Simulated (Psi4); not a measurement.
# InCl2O (SMILES [O][In]([Cl])[Cl]), step by step

Wanted: a geometry optimisation (U-wB97X-D/def2-SVP), then vibrational wavenumbers of InCl2O. 

The calculation is run with Psi4 1.11.

## 1. The system as given

InCl2O has 4 atoms, charge 0, and is taken as a doublet. SMILES: `[O][In]([Cl])[Cl]`. The coordinates come from a PBE0-D4/def2-TZVP relaxation. The run starts from this shape.

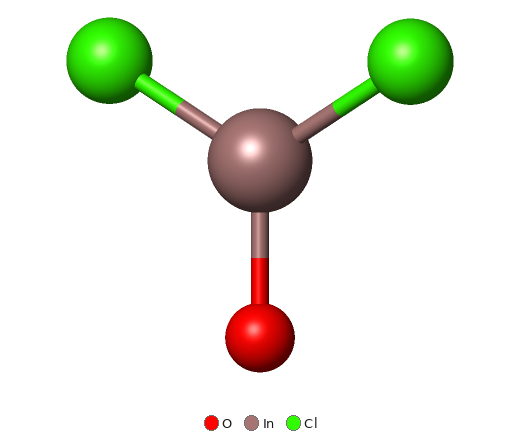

Viewed from a chosen angle; oxygen red, indium brown, chlorine green.

## 2. A structure relaxation at U-wB97X-D/def2-SVP (density fitting, core potential) (run 1)

calc.py

```python
import psi4

psi4.set_memory(1600000000)
psi4.set_num_threads(1)
psi4.set_output_file('cl2ino.out', False)

mol = psi4.geometry("""
0 2
O      0.606300     1.014000     1.667600
In     0.031700     0.016000     0.045400
Cl     0.741600    -2.145000    -0.248200
Cl    -1.324100     1.054700    -1.485200
units angstrom
""")

psi4.set_options({
    'reference': 'uks',
    'geom_maxiter': 60,
})

e_tot, wfn = psi4.optimize('wb97x-d/def2-SVP', molecule=mol, return_wfn=True)
print(f'total energy {e_tot:.8f} hartree = {e_tot * 27.211386:.5f} eV')
mol.save_xyz_file('final.xyz', False)
for k, v in sorted(psi4.core.scalar_variables().items()):
    print(f'{k:45s} {v:18.10f}')
```

Command:

```console
$ python calc.py
```

cl2ino.out:

```text
[...]
    !!!  WARNING: ECP capability is in beta. Please check occupations closely.  !!!
[...]
  Running in c1 symmetry.
[...]
  Nuclear repulsion =  286.555074893542837
[...]
  Multiplicity = 2
[...]
  Nalpha       = 32
  Nbeta        = 31
[...]
    Number of basis functions: 76
[...]
   @DF-UKS iter   1: -1184.78803748271207   -9.77577e-01   1.28079e-02 ADIIS/DIIS
[...]
    !!!  WARNING: ECP capability is in beta. Please check occupations closely.  !!!
[...]
   @DF-UKS iter   8: -1185.46259374463466   -2.72848e-12   5.59685e-09 DIIS
[...]
   @S^2 Observed:                7.567643368E-01
[...]
    Orbital Energies [Eh]
    ---------------------
    Alpha Occupied:
       1A   -101.684904     2A   -101.684890     3A    -19.328436
       4A     -9.591172     5A     -9.591165     6A     -7.343018
       7A     -7.343010     8A     -7.336643     9A     -7.336637
      10A     -7.336179    11A     -7.336172    12A     -4.855100
      13A     -3.260755    14A     -3.254132    15A     -3.251644
      16A     -1.067808    17A     -0.957962    18A     -0.956656
      19A     -0.930956    20A     -0.928847    21A     -0.914799
      22A     -0.889736    23A     -0.881415    24A     -0.546026
      25A     -0.507064    26A     -0.462387    27A     -0.450061
      28A     -0.443361    29A     -0.421249    30A     -0.414471
      31A     -0.414315    32A     -0.410760
[...]
  @DF-UKS Final Energy: -1185.46259374463466
   => Energetics <=
    Nuclear Repulsion Energy =            283.5038578541180527
    One-Electron Energy =               -2274.1215954497783969
    Two-Electron Energy =                 864.0855653407130603
    DFT Exchange-Correlation Energy =     -58.9295894892615166
    Empirical Dispersion Energy =          -0.0008320004255983
    VV10 Nonlocal Energy =                  0.0000000000000000
    Total Energy =                      -1185.4625937446346597
[...]
 Multipole Moments:
 ------------------------------------------------------------------------------------
     Multipole            Electronic (a.u.)      Nuclear  (a.u.)        Total (a.u.)
 ------------------------------------------------------------------------------------
 L = 1.  Multiply by 2.5417464519 to convert [e a0] to [Debye]
 Dipole X            :          4.2776010           -4.2942910           -0.0166900
 Dipole Y            :          7.4331675           -7.4620053           -0.0288377
 Dipole Z            :         12.0836693          -12.1304417           -0.0467724
 Magnitude           :                                                    0.0574267
[...]
  -Total Gradient:
     Atom            X                  Y                   Z
    ------   -----------------  -----------------  -----------------
       1        0.000046068601     0.000079049605     0.000127628377
       2        0.000043979245     0.000080213258     0.000133507696
       3        0.000042839533     0.000100352715     0.000136752492
       4        0.000059250574     0.000074884031     0.000146548874
[...]
    Final optimized geometry and variables:
    Molecular point group: c1
    Full point group: C1
    Geometry (in Angstrom), charge = 0, multiplicity = 2:
    O            0.650150045889     1.129358692066     1.835640873130
    IN           0.069367240113     0.120534040247     0.195941689422
    CL           0.776255540571    -2.065567879202    -0.119612124990
    CL          -1.301570442661     1.152932143233    -1.363861743544
[...]
```

The script printed:

```text
Optimizer: Optimization complete!
total energy -1185.46259374 hartree = -32258.08023 eV
CURRENT ENERGY                                  -1185.4625937446
CURRENT REFERENCE ENERGY                        -1185.4625937446
DD SOLVATION ENERGY                                 0.0000000000
DFT FUNCTIONAL TOTAL ENERGY                     -1185.4617617442
DFT TOTAL ENERGY                                -1185.4625937446
DFT VV10 ENERGY                                     0.0000000000
DFT XC ENERGY                                     -58.9295894893
DISPERSION CORRECTION ENERGY                       -0.0008320004
GRID ELECTRONS ALPHA                               31.9999819737
GRID ELECTRONS BETA                                30.9999912760
GRID ELECTRONS TOTAL                               62.9999732497
NUCLEAR REPULSION ENERGY                          283.5038578541
ONE-ELECTRON ENERGY                             -2274.1215954498
OPTIMIZATION ITERATIONS                             7.0000000000
PCM POLARIZATION ENERGY                             0.0000000000
PE ENERGY                                           0.0000000000
SCF ITERATION ENERGY                            -1185.4625937446
SCF ITERATIONS                                      8.0000000000
SCF TOTAL ENERGY                                -1185.4625937446
TWO-ELECTRON ENERGY                               864.0855653407
WB97X-D DISPERSION CORRECTION ENERGY               -0.0008320004
XC GRID RADIAL POINTS                              75.0000000000
XC GRID SPHERICAL POINTS                          302.0000000000
XC GRID TOTAL POINTS                            86179.0000000000
```

It took 2.7 min on 1 thread of Intel Xeon at 2.50GHz (Skylake/Cascade Lake), shared host; peak memory 0.47 GiB.

The path in brief:

| step | energy from the first frame kept (eV) | largest force (eV/Å) |
| --- | --- | --- |
| 0 | 0.0000 | 0.4551 |
| 1 | -0.0152 | 0.1592 |
| 2 | -0.0161 | 0.0183 |
| 3 | -0.0122 | 0.1707 |
| 4 | -0.0162 | 0.0167 |
| 5 | -0.0162 | 0.0139 |
| 6 | -0.0161 | 0.0090 |

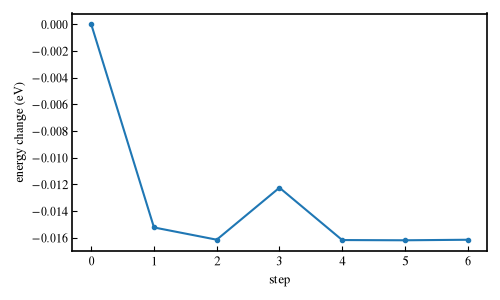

Energy along the run.

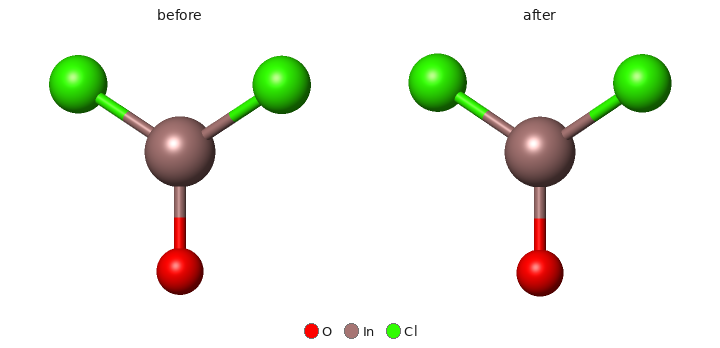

Before and after, at one scale.

After the run. Bond lengths: O1–In2 2.011 Å, In2–Cl3 2.319 Å, In2–Cl4 2.319 Å. Angles: O1–In2–Cl3 119.7°, O1–In2–Cl4 119.7°, Cl3–In2–Cl4 120.6°.

## 3. The harmonic vibrations at U-wB97X-D/def2-SVP (density fitting, core potential) (run 2)

cl2ino.inp

```
memory 1.6 GB

molecule geom {
  0 2
  O      0.615150     1.029430     1.692613
  In     0.034368     0.020606     0.052914
  Cl     0.741256    -2.165496    -0.262640
  Cl    -1.336570     1.053004    -1.506890
}

set {
  basis                      def2-SVP
  reference                  uks
  t                          298.15
  rotational_symmetry_number 2
}

energy_value = frequency('wb97x-d')
print_variables()
```

Command:

```console
$ psi4 cl2ino.inp cl2ino.out -n 1
```

cl2ino.out, cut to the lines that bear on the results:

```text
[...]
    !!!  WARNING: ECP capability is in beta. Please check occupations closely.  !!!
[...]
  Running in c1 symmetry.
[...]
  Nuclear repulsion =  283.503855732361615
[...]
  Multiplicity = 2
[...]
  Nalpha       = 32
  Nbeta        = 31
[...]
    Number of basis functions: 76
[...]
   @DF-UKS iter   1: -1184.82538219183266   -1.04532e+00   1.23125e-02 DIIS/ADIIS
[...]
   @DF-UKS iter  23: -1185.46259382665585   -3.41061e-12   6.26149e-09 DIIS
[...]
   @S^2 Observed:                7.567649751E-01
[...]
  @DF-UKS Final Energy: -1185.46259382665585
   => Energetics <=
    Nuclear Repulsion Energy =            283.4955119450773964
    One-Electron Energy =               -2274.1049532921738319
    Two-Electron Energy =                 864.0772400798082344
    DFT Exchange-Correlation Energy =     -58.9295605740730295
    Empirical Dispersion Energy =          -0.0008319852945275
    VV10 Nonlocal Energy =                  0.0000000000000000
    Total Energy =                      -1185.4625938266558478
[...]
 Multipole Moments:
[...]
  -Total Gradient:
     Atom            X                  Y                   Z
    ------   -----------------  -----------------  -----------------
       1        0.000047875937     0.000076342457     0.000128797916
       2        0.000080646308     0.000045070642     0.000170079297
       3        0.000041002402     0.000111355404     0.000141181224
       4        0.000021332019     0.000102741142     0.000102941615
[...]
  ==> Harmonic Vibrational Analysis <==
[...]
  Freq [cm^-1]                 91.4036             112.8925            118.6347
[...]
  IR activ [km/mol]             8.9964             24.0433             22.7266
[...]
  Freq [cm^-1]                 370.8297            405.0938            606.9986
[...]
  IR activ [km/mol]            11.2987             64.6397             31.9717
[...]
  Total E_0, Enthalpy at 0 [K]                                                        -1185.45870747 [Eh]
[...]
  Total H, Enthalpy at  298.15 [K]                                                    -1185.45197031 [Eh]
[...]
  Total G, Gibbs energy at  298.15 [K]                                                -1185.49112421 [Eh]
[...]
```

The script printed:

```text
Warning: used thermodynamics relations inappropriate for low-frequency modes: ['91.4036' '112.8925' '118.6347' '370.8297' '405.0938' '606.9986']
```

Wall time 9.1 min (1 thread of Intel Xeon at 2.50GHz (Skylake/Cascade Lake), shared host); peak memory 0.46 GiB.

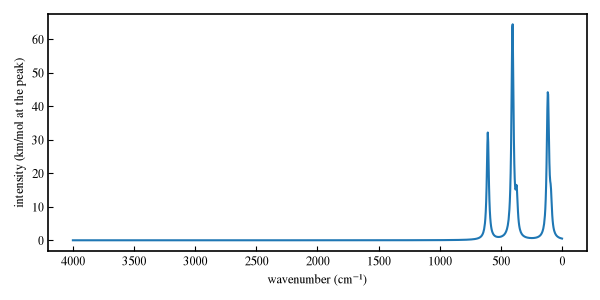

Harmonic infrared spectrum, unscaled, lines broadened by 10 cm⁻¹.

## 4. What came out

| quantity | value |
| --- | --- |
| run 1, U-wB97X-D/def2-SVP: total energy at the end | -1185.46259 Eh |
| run 1, U-wB97X-D/def2-SVP: dipole moment | 0.15 D |
| run 1, U-wB97X-D/def2-SVP: HOMO energy (highest over α and β) | -10.90 eV |
| run 1, U-wB97X-D/def2-SVP: LUMO energy (lowest over α and β) | -2.48 eV |
| run 1, U-wB97X-D/def2-SVP: dispersion energy | -2.18 kJ/mol |
| run 1, U-wB97X-D/def2-SVP: ⟨S²⟩ | 0.757 |
| run 2, U-wB97X-D/def2-SVP: lowest harmonic wavenumber | 91 cm⁻¹ |
| run 2, U-wB97X-D/def2-SVP: highest harmonic wavenumber | 607 cm⁻¹ |
| run 2, U-wB97X-D/def2-SVP: zero-point energy | 10.2 kJ/mol |
| run 2, U-wB97X-D/def2-SVP: ideal-gas entropy at 298.15 K (symmetry number 2 as used) | 82.4 cal/(mol K) |

In words: The optimisation (run 1, U-wB97X-D/def2-SVP) took 7 steps and changed the energy by -0.016 eV. All 6 modes are real, so the shape is a minimum at this level.
